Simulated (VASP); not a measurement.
Band structure of BaO (relaxed from the rock salt structure, space group Fm-3m). All values below come from PBEsol GGA, VASP's PBE PAW potentials (set 64) (plane waves; VASP).

Unless said otherwise, spin-orbit coupling is left out, though it shifts the bands of the heavy elements here.

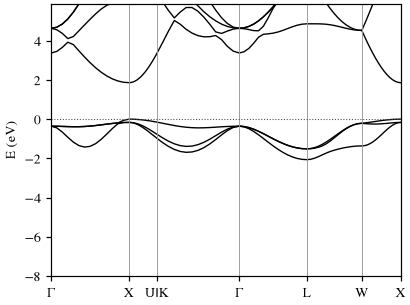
Fig. 1. Bands along high-symmetry lines, zero at the valence-band maximum or, without a gap, the Fermi level

Read the plot: is there a gap, and where are the band edges?

The gap is direct, 1.86 eV, from the valence maximum at X to the conduction minimum at X. (Edges off the drawn lines would not show.)

The structure was generated: BaO was put into the rock salt type (Fm-3m), which need not be its known phase. It was relaxed first, which changed the volume by -24 %.
